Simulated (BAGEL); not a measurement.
# CH6NPSi (SMILES C1NP[SiH2]1), step by step

We compute a series of 15 runs (PBE0/def2-SV(P), RI-MP2/def2-SV(P)) of CH6NPSi. 

The results are computed with BAGEL 1.2.2.

1 further run of the same task is left out (set aside as unsound or not needed).

## (1) Starting point

CH6NPSi has 10 atoms, charge 0, and is taken as a singlet. SMILES: `C1NP[SiH2]1`. One bond was lengthened or shortened from a relaxed shape.

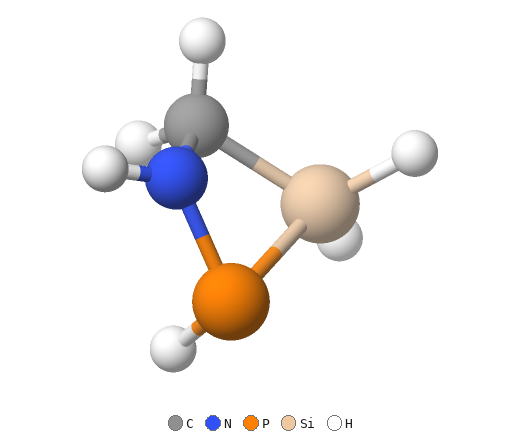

Viewed from a chosen angle; carbon grey, nitrogen blue, phosphorus orange, silicon light orange, hydrogen white.

## (2) The energy at PBE0/def2-SV(P) (density fitting with svp-jkfit) (run 1)

File input.json:

```json
{ "bagel" : [

{
  "title" : "molecule",
  "basis" : "def2-sv_p_.json",
  "df_basis" : "svp-jkfit",
  "angstrom" : false,
  "geometry" : [
    { "atom" : "C", "xyz" : [ -1.21058501,  1.10451657, -0.67945670 ] },
    { "atom" : "N", "xyz" : [  0.50453042,  1.31900049,  1.48522458 ] },
    { "atom" : "P", "xyz" : [  1.61039815, -1.67281391,  2.26133510 ] },
    { "atom" : "Si", "xyz" : [  0.49243617, -1.82644865, -1.86450395 ] },
    { "atom" : "H", "xyz" : [ -1.22381309,  2.79317584, -1.87074005 ] },
    { "atom" : "H", "xyz" : [ -3.16701847,  0.64852566, -0.14296345 ] },
    { "atom" : "H", "xyz" : [  0.00904423,  2.51576404,  2.89099184 ] },
    { "atom" : "H", "xyz" : [ -0.70829581, -2.95329233,  2.93332171 ] },
    { "atom" : "H", "xyz" : [  2.59154395, -1.26444410, -3.64216932 ] },
    { "atom" : "H", "xyz" : [ -0.81107045, -3.63866765, -2.71326877 ] }
  ]
},
{ "title" : "ks", "xc_func" : "pbe0", "charge" : 0 },
{ "title" : "print", "file" : "orbitals.molden", "orbitals" : true }

]}
```

The basis set def2-SV(P) is read from a file made from the Basis Set Exchange's data (not shown).

The run is started by

```bash
$ BAGEL_NUM_THREADS=1 BAGEL input.json > input.out
```

Standard output:

```text
* using 1 threads per process

  ===============================================================
  ===============================================================

  *** Geometry ***

  { "atom" : "C", "xyz" : [     -1.210585,      1.104517,     -0.679457 ] },
  { "atom" : "N", "xyz" : [      0.504530,      1.319000,      1.485225 ] },
  { "atom" : "P", "xyz" : [      1.610398,     -1.672814,      2.261335 ] },
  { "atom" : "Si", "xyz" : [      0.492436,     -1.826449,     -1.864504 ] },
  { "atom" : "H", "xyz" : [     -1.223813,      2.793176,     -1.870740 ] },
  { "atom" : "H", "xyz" : [     -3.167018,      0.648526,     -0.142963 ] },
  { "atom" : "H", "xyz" : [      0.009044,      2.515764,      2.890992 ] },
  { "atom" : "H", "xyz" : [     -0.708296,     -2.953292,      2.933322 ] },
  { "atom" : "H", "xyz" : [      2.591544,     -1.264444,     -3.642169 ] },
  { "atom" : "H", "xyz" : [     -0.811070,     -3.638668,     -2.713269 ] },

  Number of auxiliary basis functions:      516

  Since a DF basis is specified, we compute 2- and 3-index integrals:
    o Being stored without compression. Storage requirement is 0.024 GB

  Number of basis functions:       76
  Number of electrons      :       48

    * METHOD: MOLECULE                             0.28

  *** Kohn-Sham DFT ***

    * Removing 19787 points whose weight is below 1.00e-10
    * Grid points: 129273

  === Nuclear Repulsion ===
   223.5580339677

       - DIIS with orbital gradients will be used.

  === KS iteration (pbe0 / def2-sv_p_.json) ===
      0       -697.73607690          0.13708639           0.40
      1       -693.38795402          0.12550579           0.40
      2       -685.91438214          0.15999162           0.41
      3       -720.81603048          0.11280555           0.39
      4       -719.66727864          0.09823045           0.42
      5       -725.04986677          0.05601946           0.43
      6       -725.99836409          0.03514872           0.44
      7       -726.54305914          0.01113010           0.43
      8       -726.59109408          0.00518677           0.43
      9       -726.60729975          0.00112606           0.45
     10       -726.60788820          0.00027043           0.43
     11       -726.60792187          0.00005487           0.44
     12       -726.60792328          0.00001057           0.39
     13       -726.60792333          0.00000575           0.38
     14       -726.60792335          0.00000139           0.43
     15       -726.60792335          0.00000032           0.43
     16       -726.60792335          0.00000024           0.40
     17       -726.60792335          0.00000007           0.39
     18       -726.60792335          0.00000003           0.40
     19       -726.60792335          0.00000001           0.39
    * SCF iteration converged.

    * Permanent dipole moment:
           (    0.677518,    -0.105493,     0.231761) a.u.

    * METHOD: KS                                   9.03

    * METHOD: PRINT                                0.02

  ===============================================================
```

Wall time 9.6 s (1 thread of Arm Neoverse V1, shared host); peak memory 0.48 GiB.

## (3) Bond 10-4 at 1.487 A: the energy at RI-MP2/def2-SV(P) (density fitting with svp-jkfit) (run 2)

File job.json:

```json
{ "bagel" : [

{
  "title" : "molecule",
  "basis" : "def2-sv_p_.json",
  "df_basis" : "svp-jkfit",
  "geometry" : [
    { "atom" : "C", "xyz" : [    -0.98057889,     1.42428658,    -0.52969023 ] },
    { "atom" : "N", "xyz" : [     0.73453654,     1.63877050,     1.63499104 ] },
    { "atom" : "P", "xyz" : [     1.84040427,    -1.35304391,     2.41110156 ] },
    { "atom" : "Si", "xyz" : [     0.72244230,    -1.50667864,    -1.71473749 ] },
    { "atom" : "H", "xyz" : [    -0.99380697,     3.11294585,    -1.72097358 ] },
    { "atom" : "H", "xyz" : [    -2.93701234,     0.96829567,     0.00680301 ] },
    { "atom" : "H", "xyz" : [     0.23905035,     2.83553405,     3.04075831 ] },
    { "atom" : "H", "xyz" : [    -0.47828968,    -2.63352233,     3.08308817 ] },
    { "atom" : "H", "xyz" : [     2.82155008,    -0.94467409,    -3.49240285 ] },
    { "atom" : "H", "xyz" : [    -0.81107045,    -3.63866765,    -2.71326877 ] }
  ]
},

{ "title" : "hf" },

{ "title" : "mp2", "ncore" : 12 }

]}
```

The basis set def2-SV(P) is read from a file made from the Basis Set Exchange's data (not shown).

The run is started by

```bash
$ BAGEL_NUM_THREADS=1 BAGEL job.json > job.out
```

Standard output:

```text
* using 1 threads per process

  ===============================================================
  ===============================================================

  *** Geometry ***

  { "atom" : "C", "xyz" : [     -0.980579,      1.424287,     -0.529690 ] },
  { "atom" : "N", "xyz" : [      0.734537,      1.638770,      1.634991 ] },
  { "atom" : "P", "xyz" : [      1.840404,     -1.353044,      2.411102 ] },
[... 6 lines of this table left out ...]
  { "atom" : "H", "xyz" : [     -0.811070,     -3.638668,     -2.713269 ] },

  Number of auxiliary basis functions:      516

  Since a DF basis is specified, we compute 2- and 3-index integrals:
    o Being stored without compression. Storage requirement is 0.024 GB

  Number of basis functions:       76
  Number of electrons      :       48

    * METHOD: MOLECULE                             0.28

  *** RHF ***

  === Nuclear Repulsion ===
   222.3692006933

      * DIIS with orbital gradients will be used.

  === RHF iteration (def2-sv_p_.json) ===
      0       -725.01193802          0.01561866           0.07
      1       -725.11460142          0.00963376           0.07
      2       -725.15504177          0.00166091           0.07
[... 10 lines of this table left out ...]
     13       -725.15716638          0.00000001           0.07
    * SCF iteration converged.

    * Permanent dipole moment:
           (    0.642230,    -0.082264,     0.248702) a.u.

    * METHOD: HF                                   1.17

  *** RHF ***

  === Nuclear Repulsion ===
   222.3692006933

      * DIIS with orbital gradients will be used.

  === RHF iteration (def2-sv_p_.json) ===
      0       -725.15716638          0.00000000           0.07
    * SCF iteration converged.

    * Permanent dipole moment:
           (    0.642230,    -0.082264,     0.248702) a.u.

  === DF-MP2 calculation ===

    * freezing 12 orbitals
    * 3-index integral transformation done
    * assembly done

      MP2 correlation energy:   -0.4740070386      0.03

      MP2 total energy:       -725.6311734234

    * METHOD: MP2                                  0.19

  ===============================================================
```

Run time: 1.8 s. Hardware: 1 thread of Arm Neoverse V1, shared host; peak memory 0.11 GiB.

Run 3 isn't shown in full; the table further down has it.

## (4) Bond 10-4 at 1.710 A: the energy at RI-MP2/def2-SV(P) (density fitting with svp-jkfit) (run 4)

File input.json:

```json
{ "bagel" : [

{
  "title" : "molecule",
  "basis" : "def2-sv_p_.json",
  "df_basis" : "svp-jkfit",
  "geometry" : [
    { "atom" : "C", "xyz" : [    -0.75057276,     1.74405659,    -0.37992377 ] },
    { "atom" : "N", "xyz" : [     0.96454267,     1.95854050,     1.78475751 ] },
    { "atom" : "P", "xyz" : [     2.07041040,    -1.03327390,     2.56086803 ] },
    { "atom" : "Si", "xyz" : [     0.95244842,    -1.18690863,    -1.56497102 ] },
    { "atom" : "H", "xyz" : [    -0.76380084,     3.43271585,    -1.57120712 ] },
    { "atom" : "H", "xyz" : [    -2.70700622,     1.28806567,     0.15656948 ] },
    { "atom" : "H", "xyz" : [     0.46905648,     3.15530406,     3.19052477 ] },
    { "atom" : "H", "xyz" : [    -0.24828356,    -2.31375232,     3.23285464 ] },
    { "atom" : "H", "xyz" : [     3.05155620,    -0.62490408,    -3.34263639 ] },
    { "atom" : "H", "xyz" : [    -0.81107045,    -3.63866765,    -2.71326877 ] }
  ]
},

{ "title" : "hf" },

{ "title" : "mp2", "ncore" : 12 }

]}
```

The basis set def2-SV(P) is read from a file made from the Basis Set Exchange's data (not shown).

The run is started by

```bash
$ BAGEL_NUM_THREADS=1 BAGEL input.json > input.out
```

Standard output:

```text
* using 1 threads per process

  ===============================================================
  ===============================================================

  *** Geometry ***

  { "atom" : "C", "xyz" : [     -0.750573,      1.744057,     -0.379924 ] },
  { "atom" : "N", "xyz" : [      0.964543,      1.958541,      1.784758 ] },
  { "atom" : "P", "xyz" : [      2.070410,     -1.033274,      2.560868 ] },
[... 6 lines of this table left out ...]
  { "atom" : "H", "xyz" : [     -0.811070,     -3.638668,     -2.713269 ] },

  Number of auxiliary basis functions:      516

  Since a DF basis is specified, we compute 2- and 3-index integrals:
    o Being stored without compression. Storage requirement is 0.024 GB

  Number of basis functions:       76
  Number of electrons      :       48

    * METHOD: MOLECULE                             0.26

  *** RHF ***

  === Nuclear Repulsion ===
   221.4345683571

      * DIIS with orbital gradients will be used.

  === RHF iteration (def2-sv_p_.json) ===
      0       -724.99872984          0.01553887           0.07
      1       -725.10083641          0.00963227           0.07
      2       -725.14135405          0.00165161           0.07
[... 10 lines of this table left out ...]
     13       -725.14349322          0.00000001           0.07
    * SCF iteration converged.

    * Permanent dipole moment:
           (    0.561606,    -0.216752,     0.152156) a.u.

    * METHOD: HF                                   1.18

  *** RHF ***

  === Nuclear Repulsion ===
   221.4345683571

      * DIIS with orbital gradients will be used.

  === RHF iteration (def2-sv_p_.json) ===
      0       -725.14349322          0.00000000           0.07
    * SCF iteration converged.

    * Permanent dipole moment:
           (    0.561607,    -0.216752,     0.152156) a.u.

  === DF-MP2 calculation ===

    * freezing 12 orbitals
    * 3-index integral transformation done
    * assembly done

      MP2 correlation energy:   -0.4761200289      0.03

      MP2 total energy:       -725.6196132529

    * METHOD: MP2                                  0.19

  ===============================================================
```

Run time: 1.8 s. Hardware: 1 thread of Arm Neoverse V1, shared host; peak memory 0.11 GiB.

Runs 5 to 14 aren't shown in full; the table further down has their settings and results.

## (5) Bond 10-4 at 4.163 A: a single-point energy at PBE0/def2-SV(P) (density fitting with svp-jkfit) (run 15)

File dft.json:

```json
{ "bagel": [

{
  "title": "molecule",
  "basis": "def2-sv_p_.json",
  "df_basis": "svp-jkfit",
  "geometry": [
    { "atom": "C", "xyz": [  1.77970249,  5.26181011,  1.26763962 ] },
    { "atom": "N", "xyz": [  3.49481792,  5.47629403,  3.43232090 ] },
    { "atom": "P", "xyz": [  4.60068565,  2.48447963,  4.20843142 ] },
    { "atom": "Si", "xyz": [  3.48272367,  2.33084489,  0.08259237 ] },
    { "atom": "H", "xyz": [  1.76647441,  6.95046938,  0.07635627 ] },
    { "atom": "H", "xyz": [ -0.17673097,  4.80581920,  1.80413287 ] },
    { "atom": "H", "xyz": [  2.99933173,  6.67305758,  4.83808816 ] },
    { "atom": "H", "xyz": [  2.28199169,  1.20400121,  4.88041803 ] },
    { "atom": "H", "xyz": [  5.58183145,  2.89284944, -1.69507300 ] },
    { "atom": "H", "xyz": [ -0.81107045, -3.63866765, -2.71326877 ] }
  ]
},
{ "title": "ks", "xc_func": "pbe0" },
{ "title": "print", "file": "orbitals.molden", "orbitals": "true" }

]}
```

The basis set def2-SV(P) is read from a file made from the Basis Set Exchange's data (not shown).

The run is started by

```bash
$ BAGEL_NUM_THREADS=1 BAGEL dft.json > dft.out
```

Standard output:

```text
* using 1 threads per process

  ===============================================================
  ===============================================================

  *** Geometry ***

  { "atom" : "C", "xyz" : [      1.779702,      5.261810,      1.267640 ] },
  { "atom" : "N", "xyz" : [      3.494818,      5.476294,      3.432321 ] },
  { "atom" : "P", "xyz" : [      4.600686,      2.484480,      4.208431 ] },
  { "atom" : "Si", "xyz" : [      3.482724,      2.330845,      0.082592 ] },
  { "atom" : "H", "xyz" : [      1.766474,      6.950469,      0.076356 ] },
  { "atom" : "H", "xyz" : [     -0.176731,      4.805819,      1.804133 ] },
  { "atom" : "H", "xyz" : [      2.999332,      6.673058,      4.838088 ] },
  { "atom" : "H", "xyz" : [      2.281992,      1.204001,      4.880418 ] },
  { "atom" : "H", "xyz" : [      5.581831,      2.892849,     -1.695073 ] },
  { "atom" : "H", "xyz" : [     -0.811070,     -3.638668,     -2.713269 ] },

  Number of auxiliary basis functions:      516

  Since a DF basis is specified, we compute 2- and 3-index integrals:
    o Being stored without compression. Storage requirement is 0.024 GB

  Number of basis functions:       76
  Number of electrons      :       48

    * METHOD: MOLECULE                             0.29

  *** Kohn-Sham DFT ***

    * Removing 18326 points whose weight is below 1.00e-10
    * Grid points: 130734

  === Nuclear Repulsion ===
   216.9104287597

       - DIIS with orbital gradients will be used.

  === KS iteration (pbe0 / def2-sv_p_.json) ===
      0       -697.90846932          0.13561334           0.47
      1       -693.09912781          0.11959630           0.42
      2       -688.17252256          0.17085756           0.44
      3       -717.83648541          0.12011410           0.44
      4       -716.94793882          0.11676553           0.44
      5       -721.44443275          0.08724143           0.43
[... 33 lines of this table left out ...]
     39       -726.43515273          0.00000002           0.44
     40       -726.43515273          0.00000001           0.45
    * SCF iteration converged.

    * Permanent dipole moment:
           (   -0.088479,    -1.325891,    -0.587839) a.u.

    * METHOD: KS                                  18.39

    * METHOD: PRINT                                0.02

  ===============================================================
```

Run time: 19 s. Hardware: 1 thread of Arm Neoverse V1, shared host; peak memory 0.48 GiB.

## (6) All runs side by side

| run | level | frozen core orbitals | partner | energy (Eh) | dipole moment (D) | HOMO energy (eV) | LUMO energy (eV) | wall time |
| --- | --- | --- | --- | --- | --- | --- | --- | --- |
| 1 | PBE0/def2-SV(P) (density fitting with svp-jkfit) | – | bond 10-4 at 1.264 A | -726.607923 | 1.84 | -6.50 | 0.04 | 9.6 s |
| 2 | RI-MP2/def2-SV(P) (density fitting with svp-jkfit) | 12 | bond 10-4 at 1.487 A | -725.631173 | – | – | – | 1.8 s |
| 3 | PBE0/def2-SV(P) (density fitting with svp-jkfit) | – | bond 10-4 at 1.487 A | -726.634471 | 1.72 | -6.55 | 0.01 | 10 s |
| 4 | RI-MP2/def2-SV(P) (density fitting with svp-jkfit) | 12 | bond 10-4 at 1.710 A | -725.619613 | – | – | – | 1.8 s |
| 5 | PBE0/def2-SV(P) (density fitting with svp-jkfit) | – | bond 10-4 at 1.710 A | -726.623562 | 1.64 | -6.61 | -0.05 | 9.9 s |
| 6 | RI-MP2/def2-SV(P) (density fitting with svp-jkfit) | 12 | bond 10-4 at 2.007 A | -725.585498 | – | – | – | 2 s |
| 7 | PBE0/def2-SV(P) (density fitting with svp-jkfit) | – | bond 10-4 at 2.007 A | -726.590809 | 1.69 | -6.71 | -0.65 | 10 s |
| 8 | RI-MP2/def2-SV(P) (density fitting with svp-jkfit) | 12 | bond 10-4 at 2.379 A | -725.540865 | – | – | – | 1.7 s |
| 9 | PBE0/def2-SV(P) (density fitting with svp-jkfit) | – | bond 10-4 at 2.379 A | -726.547346 | 1.99 | -6.83 | -1.92 | 11 s |
| 10 | RI-MP2/def2-SV(P) (density fitting with svp-jkfit) | 12 | bond 10-4 at 2.825 A | -725.497437 | – | – | – | 1.8 s |
| 11 | PBE0/def2-SV(P) (density fitting with svp-jkfit) | – | bond 10-4 at 2.825 A | -726.504121 | 2.50 | -6.76 | -2.98 | 12 s |
| 12 | RI-MP2/def2-SV(P) (density fitting with svp-jkfit) | 12 | bond 10-4 at 3.420 A | -725.459882 | – | – | – | 2.3 s |
| 13 | PBE0/def2-SV(P) (density fitting with svp-jkfit) | – | bond 10-4 at 3.420 A | -726.464071 | 3.14 | -6.23 | -3.82 | 12 s |
| 14 | RI-MP2/def2-SV(P) (density fitting with svp-jkfit) | 12 | bond 10-4 at 4.163 A | -725.441949 | – | – | – | 2.4 s |
| 15 | PBE0/def2-SV(P) (density fitting with svp-jkfit) | – | bond 10-4 at 4.163 A | -726.435153 | 3.69 | -5.82 | -4.36 | 19 s |

## (7) Results

```
                                   quantity          value
 bond 10-4 at 4.163 A, run 15: total energy  -726.43515 Eh
bond 10-4 at 4.163 A, run 15: dipole moment         3.69 D
  bond 10-4 at 4.163 A, run 15: HOMO energy       -5.82 eV
  bond 10-4 at 4.163 A, run 15: LUMO energy       -4.36 eV
bond 10-4 at 4.163 A, run 15: HOMO–LUMO gap        1.46 eV
```

What this shows: In runs 10, 11, 12, 13, 14, 15 a closed-shell determinant meets a far-stretched bond, which it describes badly. All runs together took 1.8 min, the longest 19 s.
